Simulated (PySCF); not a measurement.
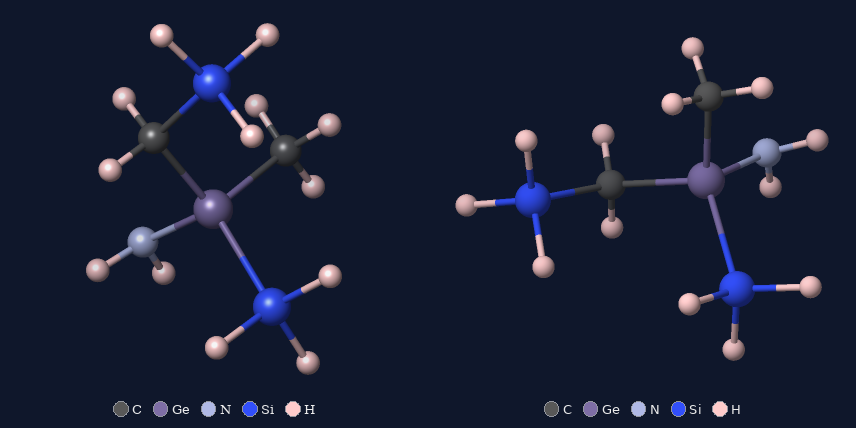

The same structure drawn twice, from different directions.

The computed structure is the end point of a GFN2-xTB optimisation. No frequency run is at hand to confirm it as a minimum.

Which formula does it have?

C₂H₁₃GeNSi₂, 19 atoms: 2 carbon, 13 hydrogen, 1 germanium, 1 nitrogen and 2 silicon.

Write the SMILES.

[CH3][Ge@@]([NH2])([SiH3])[CH2][SiH3]

Which point group does it belong to?

C1.

The parts below concern this one geometry. Atoms keep their numbers from picture to picture.

## Geometry

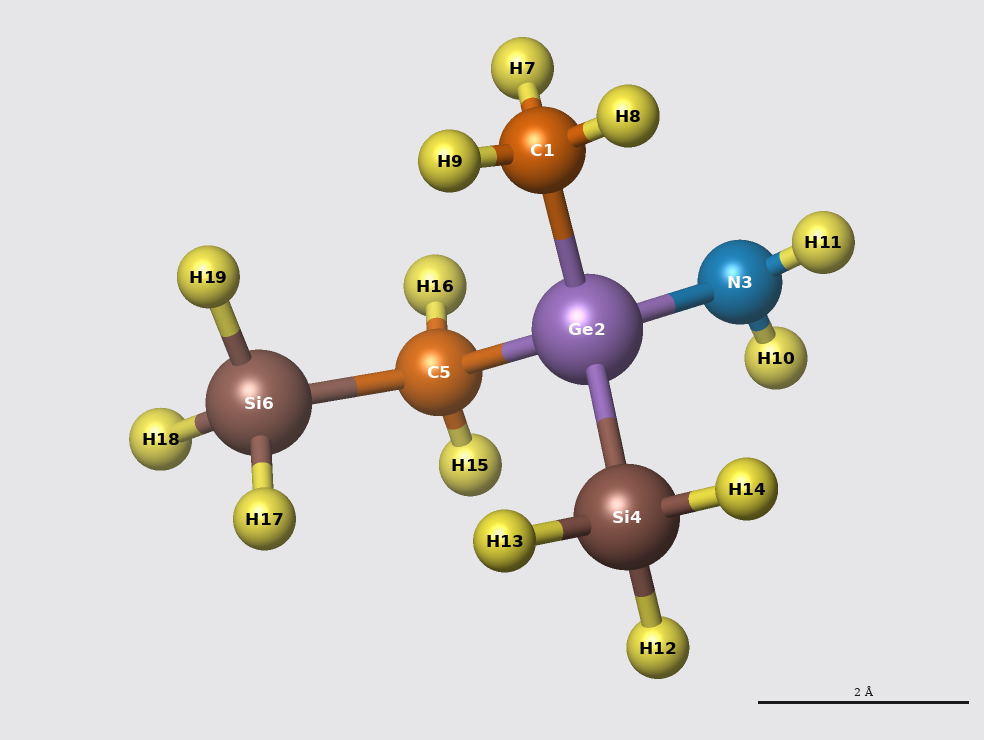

Atoms carry their numbers in the input. No frequency run is at hand to confirm it as a minimum.

List the bonds and their lengths. Leave out bonds to hydrogen.

| bond | length (Å) |
| --- | --- |
| C1–Ge2 | 1.986 |
| Ge2–N3 | 1.851 |
| Ge2–Si4 | 2.371 |
| Ge2–C5 | 1.996 |
| C5–Si6 | 1.891 |

## Dipole moment

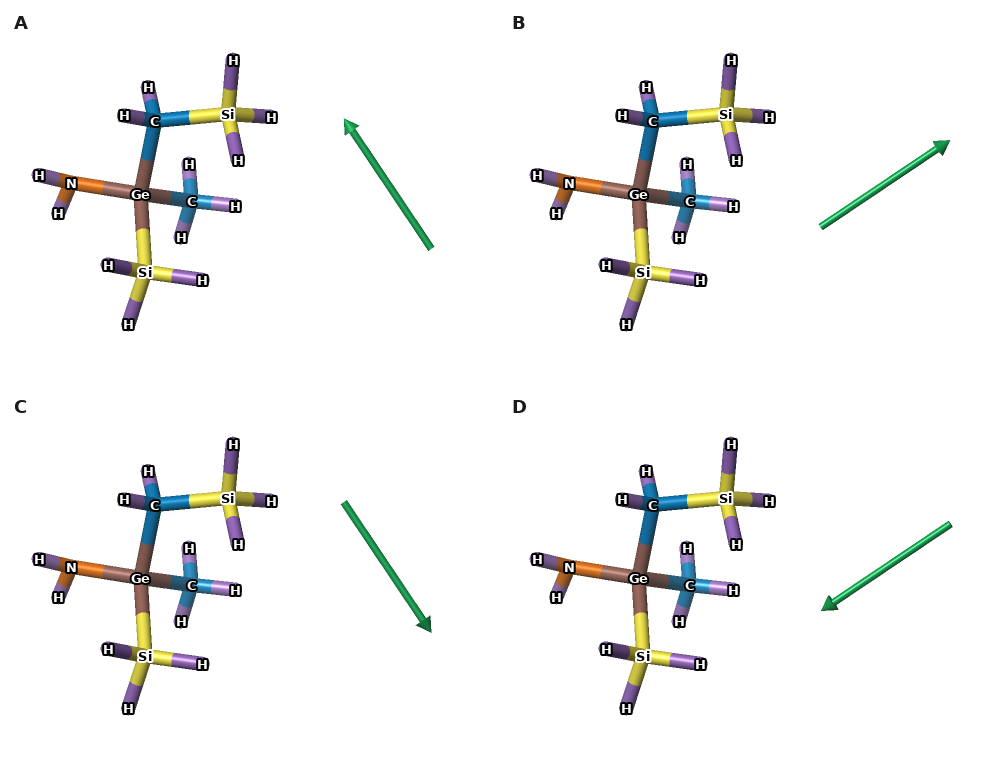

The same molecule four times, each with an arrow. No frequency run is at hand to confirm it as a minimum. Properties computed with CAM-B3LYP/def2-SVPD, gas phase (PySCF 2.14.0).

Which arrow points along the dipole moment, from the negative to the positive end?

D. The dipole moment is 0.88 D.

## Excitation

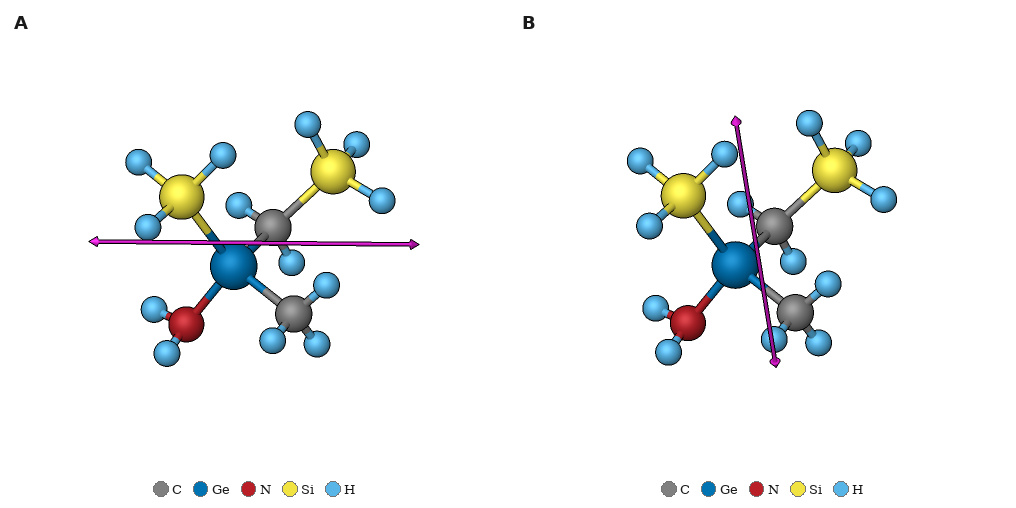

The double arrows show the directions of two transition dipoles from the ground state (lengths mean nothing). No frequency run is at hand to confirm it as a minimum. Method: TDDFT CAM-B3LYP/def2-SVPD, vertical, gas phase, core orbitals frozen in the response (PySCF 2.14.0).

One belongs to singlet state 1 and one to singlet state 3. Which is which?

A: state 3, 6.64 eV (187 nm), oscillator strength 0.053, of mixed character, with the largest part HOMO → LUMO+1 (weight 0.49).
B: state 1, 5.90 eV (210 nm), oscillator strength 0.040, mainly HOMO → LUMO (weight 0.58).

## Polarisability

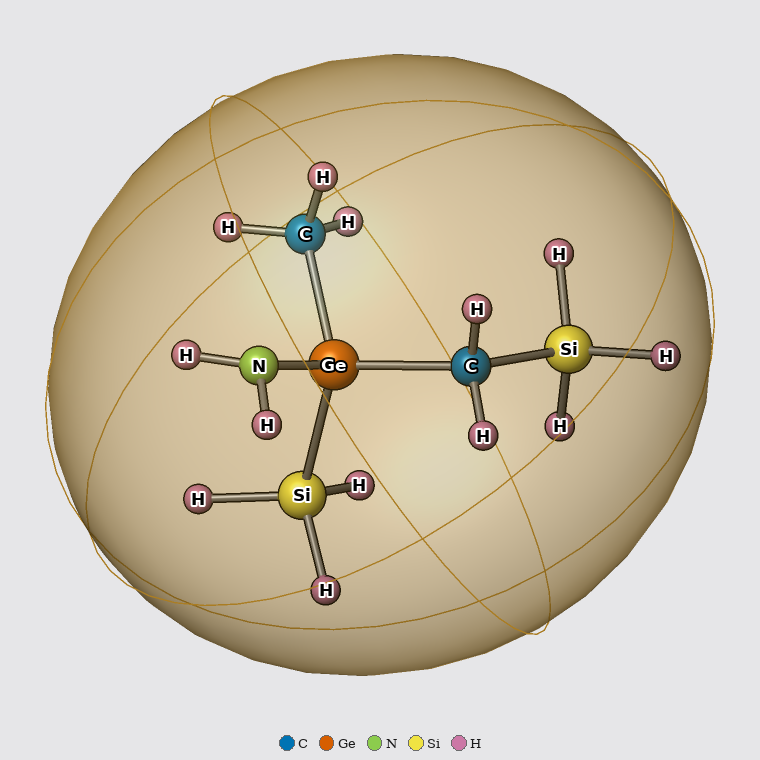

The ellipsoid shows the static dipole polarisability: its half-axes are proportional to the principal values. No frequency run is at hand to confirm it as a minimum. Computed with CAM-B3LYP/def2-SVPD (PySCF 2.14.0).

Give the principal values, the mean and the anisotropy.

Principal values 109.6, 123.1, 130.1 bohr³; mean 120.9 bohr³ (17.92 Å³); anisotropy 18.0 bohr³, so the longest axis is 1.19 times the shortest.

The geometry is semi-empirical. Around Ge, Si such bond lengths and angles can be off by a tenth of an ångström or more and by several degrees, and values that hang on the shape move with them.
